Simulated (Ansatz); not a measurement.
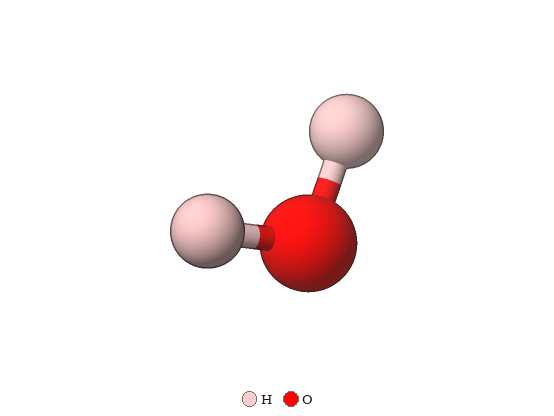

Ball-and-stick drawing of a structure. Every bond is drawn as one stick, whatever its order.

Computed geometry: PBE0-D4/def2-TZVP optimisation.

Count the atoms of each element.

Answer. H₂O, 3 atoms: 2 hydrogen and 1 oxygen.

How many bonds of each kind are drawn?

Answer. 2 O–H. Sticks follow a distance rule.

What is the point group of this geometry?

Answer. C2v.

The parts below concern this one geometry. Atoms keep their numbers from picture to picture.

## Vibrations

Harmonic vibrations computed with RKS PBE0-D4/def2-TZVP (Ansatz 0.2.0) at a stationary point of the same level.

List the wavenumbers.

Answer. 3 modes: 1623, 3852, 3959 cm⁻¹.

## Dipole moment

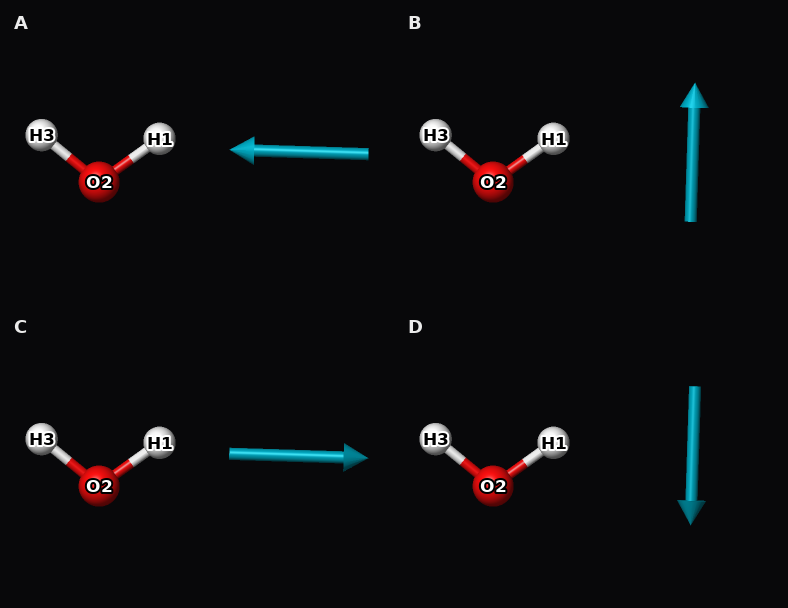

The same molecule four times, each with an arrow. Method: RKS PBE0-D4/def2-TZVP (Ansatz 0.2.0).

Which arrow points along the dipole moment, from the negative to the positive end?

Answer. B. The dipole moment is 2.07 D; it points from the side of O2 to the side of H1, H3 (the outermost atoms at the two ends).

## Charges

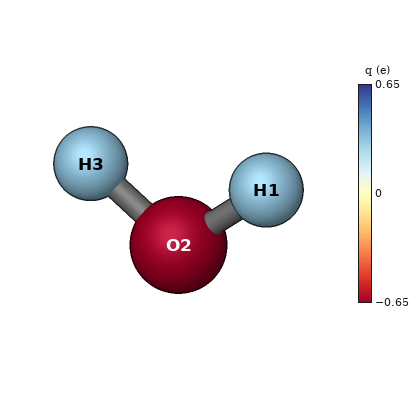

Atoms are coloured by their Mulliken charges. Level of theory: RKS PBE0-D4/def2-TZVP (Ansatz 0.2.0).

Give the Mulliken charges atom by atom.

```json
{"atom": "H1", "value (e)": "0.32"}
{"atom": "O2", "value (e)": "−0.65"}
{"atom": "H3", "value (e)": "0.32"}
```

Mulliken values depend strongly on the basis set and can even reverse the polarity of a bond.
